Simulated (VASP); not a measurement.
Band structure of CdSe (space group F-43m). Method: PBE GGA, VASP's PBE PAW potentials (set 64) (plane waves; VASP).

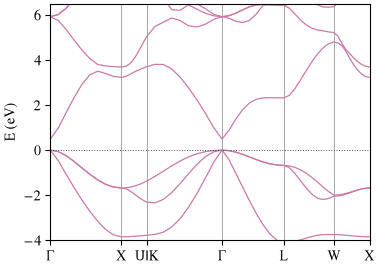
Fig. 1. Bands along high-symmetry lines, zero at the valence-band maximum or, without a gap, the Fermi level

Read the plot: is there a gap, and where are the band edges?

The gap is direct, 0.49 eV, from the valence maximum at Γ to the conduction minimum at Γ.

The structure comes from a computed database's CdSe entry; how it stands against other phases isn't given here. The cell was not relaxed at this level.
